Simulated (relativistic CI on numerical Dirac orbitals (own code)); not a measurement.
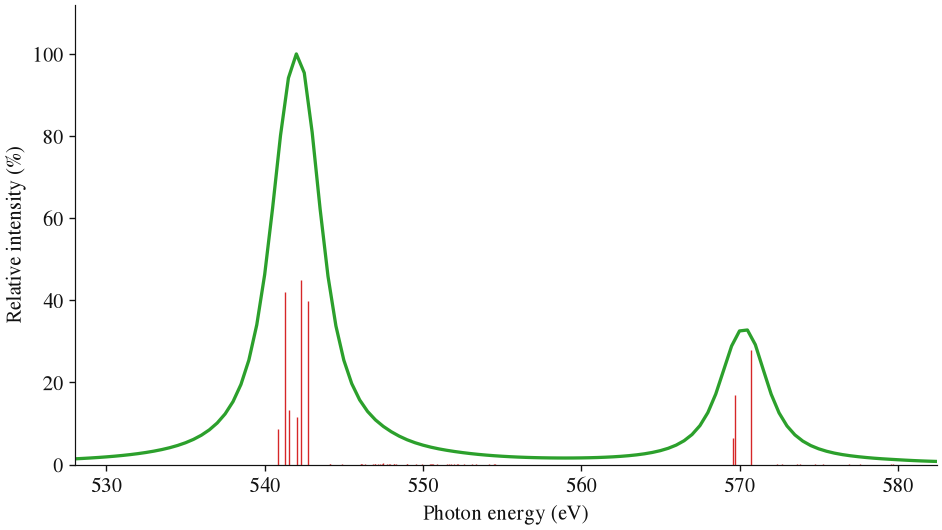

Computed core-level spectrum (absorption) of an ion of charge +4 in a field of D4h symmetry with 10Dq = 45,500, Ds = 2,360, Dt = −140 cm⁻¹. Sticks are the strongest transitions, on a scale of their own. Multiplet model: relativistic Dirac–Coulomb–Breit theory, one configuration a step, Slater integrals scaled by 1, 300 K, Voigt broadening (Lorentzian 3 eV, Gaussian 0.4 eV full widths), computed with a radial Dirac CI code.

Question: Identify the element and the shell or line.

Answer: M₂,₃ X-ray absorption of Pd V (Pd⁴⁺), initial configuration [Kr] 4d⁶. The main maxima lie at 542.0 eV (100) and 570.3 eV (33), heights in % of the largest; the centroid is at 548.9 eV. The lower edge holds 0.76 of the intensity (branching ratio, edges parted at 562 eV), and the core spin-orbit splitting of the orbitals is 28.3 eV. The ground state has S = 0.03.

Caveat: free-ion energies, so absolute edge positions are off by a few eV from solids.
